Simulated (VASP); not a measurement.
# AlGeIO2 with optPBE-vdW: from relaxation to properties, part 2 of 3

Aim: relax AlGeIO2, then compute properties on the relaxed cell. The cell is invented: it takes the structure of a Materials Project entry for SbPbIO2 (space group 107 there), with some of its atoms replaced by other elements, volume scaled by an estimate. It may not be a known or stable phase.

VASP 6.6.1; optPBE-vdW; plane waves and PAW (I, Ge_d, Al, O); invented cell.

So far, gap on the k-mesh (eV): step 2 (rough relaxation of the start cell) 1.51. The relaxed cell has a = 3.735, c = 12.774 Å (conventional setting).

## 3. Relaxing cell and atoms (optPBE-vdW)

Properties are meant for the cell that this level of theory prefers, so cell and atoms are relaxed first (ISIF = 3) until forces and stress are small; EDIFFG sets the threshold.

Input file INCAR:

```
SYSTEM = AlGeIO2
PREC = Accurate
ENCUT = 520
EDIFF = 1E-06
NELM = 100
ISMEAR = 0
SIGMA = 0.05
LREAL = .FALSE.
ALGO = Normal
GGA = OR
AGGAC = 0
LUSE_VDW = .TRUE.
LASPH = .TRUE.
NBANDS = 24
LORBIT = 11
LWAVE = .FALSE.
LCHARG = .FALSE.
KPAR = 2
IBRION = 2
NSW = 60
ISIF = 3
EDIFFG = -0.01
```

Input file POSCAR:

```
AlGeIO2
1.0
   -1.8673525287      1.8673525287      6.3871578324
    1.8673525287     -1.8673525287      6.3871578324
    1.8673525287      1.8673525287     -6.3871578324
I Ge Al O
1 1 1 2
Direct
    0.0143277113      0.0143277113      0.0000000000
    0.6579301122      0.6579301122      0.0000000000
    0.2770588401      0.2770588401      0.0000000000
    0.7617421682      0.2617421682      0.5000000000
    0.2617421682      0.7617421682      0.5000000000
```

Input file KPOINTS:

```
Automatic mesh
0
Gamma
10 10 10
0 0 0
```

PAW data sets: I, Ge_d, Al and O (PBE family, release 64).

On the command line:

```console
$ mpirun -np 2 vasp_std
```

The log of the run:

```text
[banner, memory and clock lines left out]
running    2 mpi-ranks, on    1 nodes
 distrk:  each k-point on    1 cores,    2 groups
 distr:  one band on    1 cores,    1 groups

 POSCAR found type information on POSCAR I GeAlO
 POSCAR found :  4 types and       5 ions
 [... a notice as in an earlier step ...]

 [... a notice as in an earlier step ...]

 LDA part: xc-table for (Slater+PW92), standard interpolation
 POSCAR, INCAR and KPOINTS ok, starting setup
 FFT: planning ... GRIDC
 FFT: planning ... GRID_SOFT
 FFT: planning ... GRID
 WAVECAR not read
 entering main loop
       N       E                     dE             d eps       ncg     rms          rms(c)
DAV:   1     0.308691614119E+03    0.30869E+03   -0.17182E+04  6016   0.254E+03
DAV:   2     0.226123668729E+02   -0.28608E+03   -0.27462E+03  5664   0.703E+02
DAV:   3    -0.191326935856E+02   -0.41745E+02   -0.41331E+02  6032   0.150E+02
DAV:   4    -0.208946247162E+02   -0.17619E+01   -0.17613E+01  5728   0.364E+01
DAV:   5    -0.209429898785E+02   -0.48365E-01   -0.48362E-01  6504   0.602E+00    0.125E+01
DAV:   6    -0.165789967432E+02    0.43640E+01   -0.18434E+01  6080   0.424E+01    0.500E+00
DAV:   7    -0.165445986484E+02    0.34398E-01   -0.14215E+00  5352   0.774E+00    0.267E+00
DAV:   8    -0.165188483052E+02    0.25750E-01   -0.30349E-01  6096   0.417E+00    0.813E-01
DAV:   9    -0.165114936830E+02    0.73546E-02   -0.35389E-02  7624   0.151E+00    0.376E-01
DAV:  10    -0.165128215874E+02   -0.13279E-02   -0.47186E-03  5536   0.456E-01    0.101E-01
DAV:  11    -0.165131079276E+02   -0.28634E-03   -0.70374E-04  6904   0.176E-01    0.329E-02
DAV:  12    -0.165131441637E+02   -0.36236E-04   -0.10056E-04  5712   0.671E-02    0.244E-02
DAV:  13    -0.165131517144E+02   -0.75507E-05   -0.29119E-05  6720   0.440E-02    0.509E-03
DAV:  14    -0.165131530395E+02   -0.13251E-05   -0.34261E-06  5096   0.129E-02    0.271E-03
DAV:  15    -0.165131533349E+02   -0.29535E-06   -0.37066E-07  4224   0.450E-03
   1 F= -.16513153E+02 E0= -.16513153E+02  d E =-.165132E+02
 curvature:   0.00 expect dE= 0.000E+00 dE for cont linesearch  0.000E+00
 trial: gam= 0.00000 g(F)=  0.208E-03 g(S)=  0.447E-04 ort = 0.000E+00 (trialstep = 0.100E+01)
 search vector abs. value=  0.253E-03
 bond charge predicted
       N       E                     dE             d eps       ncg     rms          rms(c)
DAV:   1    -0.165135775429E+02   -0.42450E-03   -0.41169E-02  6008   0.161E+00    0.122E-01
DAV:   2    -0.165133638719E+02    0.21367E-03   -0.14307E-03  6144   0.320E-01    0.460E-02
DAV:   3    -0.165133297792E+02    0.34093E-04   -0.11926E-04  6224   0.113E-01    0.243E-02
DAV:   4    -0.165133167041E+02    0.13075E-04   -0.31941E-05  7072   0.603E-02    0.980E-03
DAV:   5    -0.165133155018E+02    0.12022E-05   -0.38124E-06  5280   0.168E-02    0.608E-03
DAV:   6    -0.165133154751E+02    0.26699E-07   -0.58470E-07  2936   0.834E-03
   2 F= -.16513315E+02 E0= -.16513315E+02  d E =-.162140E-03
[... from here on, the cycles between the ionic steps are left out ...]
   3 F= -.16513328E+02 E0= -.16513328E+02  d E =-.174274E-03
   4 F= -.16513420E+02 E0= -.16513420E+02  d E =-.923159E-04
   5 F= -.16513422E+02 E0= -.16513422E+02  d E =-.948210E-04
   6 F= -.16513427E+02 E0= -.16513427E+02  d E =-.991545E-04
   7 F= -.16513432E+02 E0= -.16513432E+02  d E =-.104304E-03
   8 F= -.16513481E+02 E0= -.16513481E+02  d E =-.487190E-04
   9 F= -.16513577E+02 E0= -.16513577E+02  d E =-.144743E-03
  10 F= -.16513521E+02 E0= -.16513521E+02  d E =-.895226E-04
  11 F= -.16513595E+02 E0= -.16513595E+02  d E =-.162715E-03
  12 F= -.16513641E+02 E0= -.16513641E+02  d E =-.462997E-04
  13 F= -.16513703E+02 E0= -.16513703E+02  d E =-.108474E-03
  14 F= -.16513726E+02 E0= -.16513726E+02  d E =-.228949E-04
  15 F= -.16513738E+02 E0= -.16513738E+02  d E =-.344451E-04
  16 F= -.16513730E+02 E0= -.16513730E+02  d E =-.273278E-04
 curvature:  16.38 expect dE= 0.245E-02 dE for cont linesearch  0.861E-04
 ZBRENT: bracketing found
 ZBRENT: interpolating
 opt :   1.0853  next Energy=   -16.513739 (dE=-0.357E-04)
 bond charge predicted
       N       E                     dE             d eps       ncg     rms          rms(c)
DAV:   1    -0.165137417735E+02   -0.11184E-04   -0.55139E-03  4928   0.467E-01    0.262E-02
DAV:   2    -0.165137436017E+02   -0.18282E-05   -0.14278E-04  6272   0.806E-02    0.117E-02
DAV:   3    -0.165137406209E+02    0.29808E-05   -0.96918E-06  6136   0.279E-02    0.434E-03
DAV:   4    -0.165137400591E+02    0.56178E-06   -0.88343E-07  4136   0.954E-03
  17 F= -.16513740E+02 E0= -.16513740E+02  d E =-.369582E-04
 curvature:  -0.24 expect dE=-0.673E-05 dE for cont linesearch -0.330E-07
 trial: gam= 0.48700 g(F)=  0.108E-04 g(S)=  0.172E-04 ort = 0.617E-05 (trialstep = 0.579E+00)
 search vector abs. value=  0.998E-04
 reached required accuracy - stopping structural energy minimisation
```

The job ended after 40 min (2 MPI ranks of Intel Xeon 6975P-C (Granite Rapids), shared host; peak memory 2.6 GiB; 81 min of CPU time).

From OUTCAR (step 3):

```text
  LATTYP: Found a body centered tetragonal cell.
 ALAT       =     3.7347050574
 C/A-ratio  =     3.4204349389

The static configuration has the point symmetry C_4v.

 Found    102 irreducible k-points:

   k-points           NKPTS =    102   k-points in BZ     NKDIM =    102   number of bands    NBANDS=     24

   dimension x,y,z NGX =    54 NGY =   54 NGZ =   54
   dimension x,y,z NGXF=   108 NGYF=  108 NGZF=  108

   ENCUT  =  520.0 eV  38.22 Ry    6.18 a.u.  12.85 12.85 12.85*2*pi/ulx,y,z

   NELECT =      36.0000    total number of electrons

 E-fermi :   5.2541

 k-point     1 :       0.0000    0.0000    0.0000
  band No.  band energies     occupation
    ...
     14       2.0790      2.00000
     15       2.1248      2.00000
     16       3.1232      2.00000
     17       4.2338      2.00000
     18       4.2338      2.00000
     19       6.5223      0.00000
     20       7.8039      0.00000
     21       9.5517      0.00000
     22       9.5517      0.00000
     23      11.1329      0.00000
    ...

 k-point     2 :       0.1000    0.0000    0.0000
  band No.  band energies     occupation
    ...
     14       1.9748      2.00000
     15       2.3387      2.00000
     16       3.2010      2.00000
     17       4.1635      2.00000
     18       4.2937      2.00000
     19       6.6709      0.00000
     20       8.1238      0.00000
     21       9.3862      0.00000
     22       9.5254      0.00000
     23      10.9203      0.00000
    ...

Total vdW correction in eV:      7.0396088

  Total        0.0189037      0.0189037      0.0327079      0.0000000     -0.0000000      0.0000000
  in kB        0.3397854      0.3397854      0.5879110      0.0000000     -0.0000000      0.0000000
  external PRESSURE =       0.4224940 kB  Pullay stress =       0.0000000 kB

  energy-cutoff  :      520.00
  volume of cell :       89.14
      direct lattice vectors                 reciprocal lattice vectors
    -1.869934704  1.869934704  6.372928043     0.000000000  0.267389016  0.078456872
     1.869934704 -1.869934704  6.372928043     0.267389016  0.000000000  0.078456872
     1.869934704  1.869934704 -6.372928043     0.267389016  0.267389016  0.000000000

 POSITION                                       TOTAL-FORCE (eV/Angst)
 -----------------------------------------------------------------------------------
      0.00000      0.00000      0.19804        -0.000000     -0.000000      0.009500
      0.00000      0.00000      8.39186         0.000000      0.000000     -0.004027
      0.00000      0.00000      3.51101        -0.000000     -0.000000      0.006638
     -0.00000      1.86993      3.33560         0.000000     -0.000000     -0.006056
      1.86993     -0.00000      3.33560        -0.000000      0.000000     -0.006056
 -----------------------------------------------------------------------------------
    total drift:                                0.000000      0.000000      0.000784

  FREE ENERGIE OF THE ION-ELECTRON SYSTEM (eV)
  ---------------------------------------------------
  free  energy   TOTEN  =       -16.5137400591 eV

  energy  without entropy=      -16.5137400591  energy(sigma->0) =      -16.51374006

Total vdW correction in eV:      7.0396121

 total charge
# of ion       s       p       d       tot
------------------------------------------
    1        1.523   2.794   0.019   4.336
    2        1.408   0.596  10.054  12.058
    3        0.297   0.333   0.000   0.630
    4        1.556   3.507   0.000   5.063
    5        1.556   3.507   0.000   5.063
--------------------------------------------------
tot          6.341  10.736  10.073  27.150

[... 2 parts as in an earlier step ...]

[... 7 further parts left out ...]
```

CONTCAR:

```
AlGeIO2
   1.00000000000000
    -1.8699347036870506    1.8699347036870506    6.3729280431814281
     1.8699347036870506   -1.8699347036870506    6.3729280431814281
     1.8699347036870506    1.8699347036870506   -6.3729280431814281
  I               Ge              Al              O
     1     1     1     2
Direct
     0.0155372483875737    0.0155372483875737    0.0000000000000000
     0.6583990130546296    0.6583990130546296    0.0000000000000000
     0.2754632352102687    0.2754632352102687    0.0000000000000000
     0.7617007516737626    0.2617007516737625    0.5000000000000000
     0.2617007516737625    0.7617007516737626    0.5000000000000000
```

Relaxation path:

```
step  energy less that of the first step (eV)  largest force (eV/Å)  pressure (GPa)  volume (Å³)
   1                                   0.0000                0.0500           -0.06        89.09
   2                                  -0.0002                0.0211            0.07        89.00
   3                                  -0.0002                0.0190            0.12        88.97
   4                                  -0.0003                0.0226           -0.05        89.05
   5                                  -0.0003                0.0224            0.04        89.06
   6                                  -0.0003                0.0226           -0.02        89.06
   7                                  -0.0003                0.0237           -0.04        89.08
   8                                  -0.0003                0.0195            0.02        89.08
   9                                  -0.0004                0.0270            0.08        89.06
  10                                  -0.0004                0.0498            0.22        89.02
  11                                  -0.0004                0.0341            0.09        89.05
  12                                  -0.0005                0.0287            0.04        89.08
  13                                  -0.0006                0.0167           -0.06        89.16
  14                                  -0.0006                0.0129            0.04        89.15
  15                                  -0.0006                0.0099            0.06        89.14
  16                                  -0.0006                0.0095            0.12        89.12
  17                                  -0.0006                0.0095            0.04        89.14
```

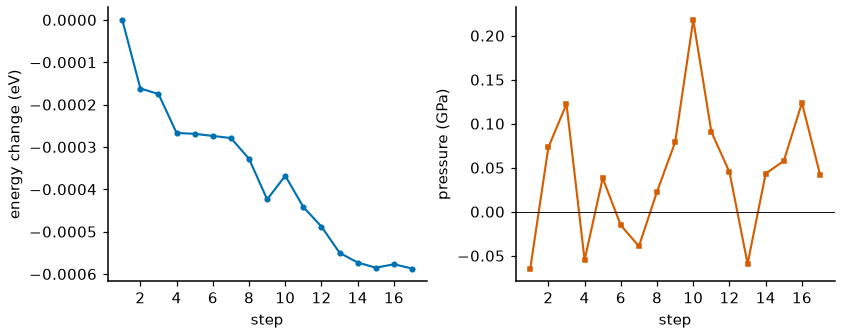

Energy and pressure along the relaxation.

```
conventional cell, symmetrised  before   after  change
                         a (Å)   3.735   3.740  +0.1 %
                         b (Å)   3.735   3.740  +0.1 %
                         c (Å)  12.774  12.746  -0.2 %
              volume (Å³/atom)   17.82   17.83  +0.1 %
```

The atoms that moved most (Å, as changes of fractional coordinates times the final cell):

```
atom     dx     dy      dz  length
 Al3  0.000  0.000  -0.020   0.020
  I1  0.000  0.000   0.015   0.015
 Ge2  0.000  0.000   0.006   0.006
```

The relaxed structure:

```
I Ge Al O
1.0
    -1.86993    1.86993    6.37293
     1.86993   -1.86993    6.37293
     1.86993    1.86993   -6.37293
I Ge Al O
1 1 1 2
Direct
  0.01554 0.01554 0.00000
  0.65840 0.65840 0.00000
  0.27546 0.27546 0.00000
  0.76170 0.26170 0.50000
  0.26170 0.76170 0.50000
```

This step gave:

```yaml
irreducible_k_points: 102
fermi_energy: 5.254 eV
pressure: 0.04225 GPa
least_direct_gap_at_k: 0, 0, 0
scf_cycles_over_all_ionic_steps: 83
gap_on_the_k_mesh: 1.516 eV
least_direct_gap_on_the_k_mesh: 2.289 eV
```

It ends with a largest force of 0.009 eV/Å and a pressure of 0.04 GPa.

## 4. Single point with fields (optPBE-vdW)

The relaxed cell gets a fresh self-consistent run, on a basis set for its own volume, to fix the density and to check the remaining stress.

Edit INCAR of step 3 so:

```diff
@@ -16,7 +16,5 @@
 LWAVE = .FALSE.
-LCHARG = .FALSE.
-KPAR = 2
-IBRION = 2
-NSW = 60
-ISIF = 3
-EDIFFG = -0.01
+LCHARG = .TRUE.
+ISIF = 2
+LELF = .TRUE.
+LVHAR = .TRUE.
```

Input file POSCAR:

```
AlGeIO2
1.0
   -1.8699347037      1.8699347037      6.3729280432
    1.8699347037     -1.8699347037      6.3729280432
    1.8699347037      1.8699347037     -6.3729280432
I Ge Al O
1 1 1 2
Direct
    0.0155372484      0.0155372484      0.0000000000
    0.6583990131      0.6583990131      0.0000000000
    0.2754632352      0.2754632352      0.0000000000
    0.7617007517      0.2617007517      0.5000000000
    0.2617007517      0.7617007517      0.5000000000
```

KPOINTS is that of step 3.

On the command line:

```console
$ mpirun -np 2 vasp_std
```

The log of the run:

```text
[banner, memory and clock lines left out]
running    2 mpi-ranks, on    1 nodes
 distrk:  each k-point on    2 cores,    1 groups
 distr:  one band on    1 cores,    2 groups

 POSCAR found type information on POSCAR I GeAlO
 POSCAR found :  4 types and       5 ions
 [... a notice as in an earlier step ...]

 [... a notice as in an earlier step ...]

 LDA part: xc-table for (Slater+PW92), standard interpolation
 POSCAR, INCAR and KPOINTS ok, starting setup
 FFT: planning ... GRIDC
 FFT: planning ... GRID_SOFT
 FFT: planning ... GRID
 WAVECAR not read
 entering main loop
       N       E                     dE             d eps       ncg     rms          rms(c)
DAV:   1     0.313979107157E+03    0.31398E+03   -0.17072E+04  6000   0.254E+03
DAV:   2     0.231201839241E+02   -0.29086E+03   -0.27849E+03  5728   0.717E+02
DAV:   3    -0.190675133876E+02   -0.42188E+02   -0.41800E+02  5968   0.151E+02
DAV:   4    -0.208723558579E+02   -0.18048E+01   -0.18042E+01  5872   0.368E+01
DAV:   5    -0.209216470195E+02   -0.49291E-01   -0.49288E-01  6456   0.607E+00    0.125E+01
DAV:   6    -0.165798975696E+02    0.43417E+01   -0.18468E+01  6104   0.425E+01    0.501E+00
DAV:   7    -0.165442955746E+02    0.35602E-01   -0.14166E+00  5344   0.776E+00    0.267E+00
DAV:   8    -0.165193256602E+02    0.24970E-01   -0.30317E-01  6144   0.416E+00    0.814E-01
DAV:   9    -0.165120938164E+02    0.72318E-02   -0.35105E-02  7568   0.150E+00    0.379E-01
DAV:  10    -0.165134418305E+02   -0.13480E-02   -0.46919E-03  5512   0.455E-01    0.101E-01
DAV:  11    -0.165137290281E+02   -0.28720E-03   -0.71577E-04  6832   0.177E-01    0.328E-02
DAV:  12    -0.165137669633E+02   -0.37935E-04   -0.10288E-04  5760   0.678E-02    0.248E-02
DAV:  13    -0.165137744215E+02   -0.74582E-05   -0.29317E-05  6704   0.441E-02    0.514E-03
DAV:  14    -0.165137758766E+02   -0.14551E-05   -0.35076E-06  5048   0.129E-02    0.272E-03
DAV:  15    -0.165137761774E+02   -0.30085E-06   -0.36348E-07  4296   0.447E-03
   1 F= -.16513776E+02 E0= -.16513776E+02  d E =-.108387E-13
```

Elapsed: 3.8 min, on 2 MPI ranks; peak memory 1.5 GiB; 7.5 min of CPU time.

OUTCAR, selected parts (step 4):

```text
  LATTYP: Found a body centered tetragonal cell.
 ALAT       =     3.7398694074
 C/A-ratio  =     3.4081019142

The static configuration has the point symmetry C_4v.

 Found    102 irreducible k-points:

   ENCUT  =  520.0 eV  38.22 Ry    6.18 a.u.  12.83 12.83 12.83*2*pi/ulx,y,z

   NELECT =      36.0000    total number of electrons

 E-fermi :   5.2542

 k-point     1 :       0.0000    0.0000    0.0000
  band No.  band energies     occupation
    ...
     14       2.0790      2.00000
     15       2.1248      2.00000
     16       3.1231      2.00000
     17       4.2338      2.00000
     18       4.2338      2.00000
     19       6.5222      0.00000
     20       7.8039      0.00000
     21       9.5517      0.00000
     22       9.5517      0.00000
     23      11.1327      0.00000
    ...

 k-point     2 :       0.1000   -0.0000    0.0000
  band No.  band energies     occupation
    ...
     14       1.9749      2.00000
     15       2.3387      2.00000
     16       3.2010      2.00000
     17       4.1635      2.00000
     18       4.2936      2.00000
     19       6.6708      0.00000
     20       8.1238      0.00000
     21       9.3862      0.00000
     22       9.5255      0.00000
     23      10.9202      0.00000
    ...

Total vdW correction in eV:      7.0395922

  Total        0.0302147      0.0302147      0.0457268      0.0000000      0.0000000      0.0000000
  in kB        0.5430964      0.5430964      0.8219192      0.0000000      0.0000000      0.0000000
  external PRESSURE =       0.6360373 kB  Pullay stress =       0.0000000 kB

 POSITION                                       TOTAL-FORCE (eV/Angst)
 -----------------------------------------------------------------------------------
      0.00000      0.00000      0.19804        -0.000000     -0.000000      0.009009
      0.00000      0.00000      8.39186        -0.000000     -0.000000     -0.003719
      0.00000      0.00000      3.51101         0.000000      0.000000      0.006537
      0.00000      1.86993      3.33560         0.000000      0.000000     -0.005914
      1.86993      0.00000      3.33560        -0.000000     -0.000000     -0.005914
 -----------------------------------------------------------------------------------
    total drift:                                0.000000      0.000000      0.001485

  FREE ENERGIE OF THE ION-ELECTRON SYSTEM (eV)
  ---------------------------------------------------
  free  energy   TOTEN  =       -16.5137761774 eV

  energy  without entropy=      -16.5137761774  energy(sigma->0) =      -16.51377618

Total vdW correction in eV:      7.0396041

[... 5 parts as in an earlier step ...]

[... 7 further parts left out ...]
```

This step gave:

```
SCF cycles                     : 15
pressure                       : 0.06360 GPa
least direct gap on the k-mesh : 2.288 eV
```

Valence electrons inside each PAW sphere by angular momentum. Sphere charges, by row:

```
atom  s (e)  p (e)  d (e)  tot (e)
  I1  1.523  2.794  0.019    4.336
 Ge2  1.408  0.596  10.05    12.06
 Al3  0.297  0.333      0     0.63
  O4  1.556  3.507      0    5.063
  O5  1.556  3.507      0    5.063
```

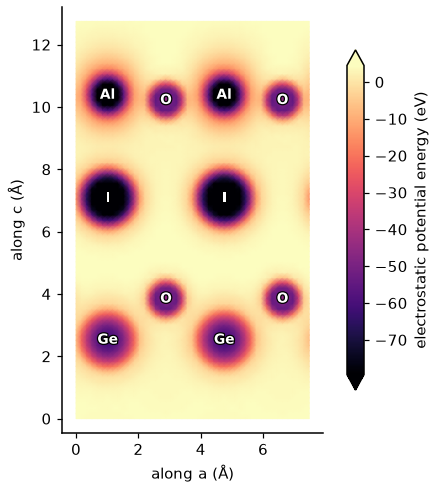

Electrostatic potential energy in the ac plane of the conventional cell at fractional y = 0.000, with atoms of I and Ge and Al and O within 0.2 Å of it. With pseudopotentials it is smooth inside the atoms' cores, unlike the true potential. The map starts off the cell's origin, so that atoms lie inside it.

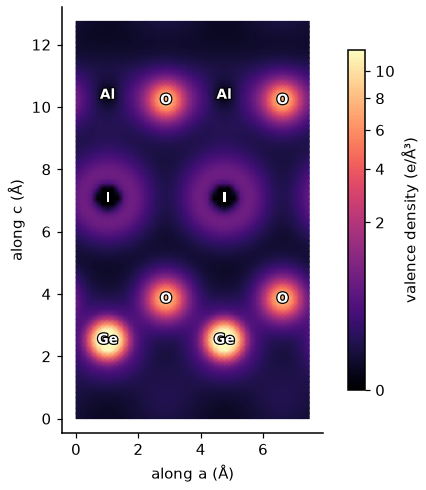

Valence density in the ac plane of the conventional cell at fractional y = 0.000, with atoms of I and Ge and Al and O within 0.2 Å of it. It is the smooth field of the valence electrons, not physical close to the nuclei. The map starts off the cell's origin, so that atoms lie inside it. The colour scale is stretched toward low values.

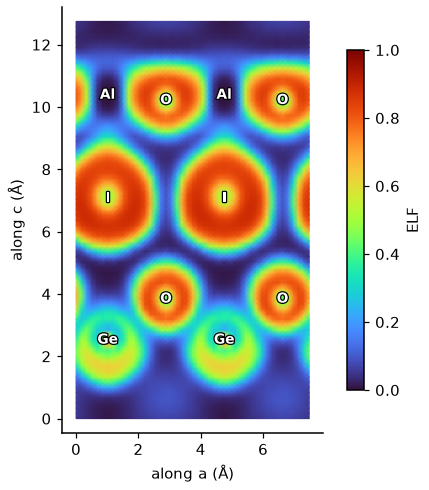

ELF in the ac plane of the conventional cell at fractional y = 0.000, with atoms of I and Ge and Al and O within 0.2 Å of it. It is the smooth field of the valence electrons, not physical close to the nuclei. The map starts off the cell's origin, so that atoms lie inside it.

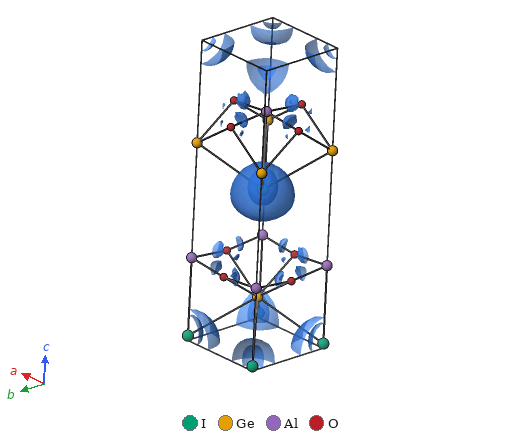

Surface of ELF = 0.83.

In this run the pressure is 0.06 GPa, small enough to go on.

(Continued in part 3 of 3.)

[Lines on the potential files, build, host, timing and source positions are cut from VASP's logs without a mark.]

[Logs are printed without paths, hosts, clocks, repeated set-up lines and the standing remarks that a program may print on its own settings, such as how far it seeks lower states.]

[Hosts, paths, dates, database ids (printed as entryN), source tags and the programs' standing remarks are cut or masked in the printed files.]

[A measured line is paired with the nearest computed mode of its activity, which favours agreement.]
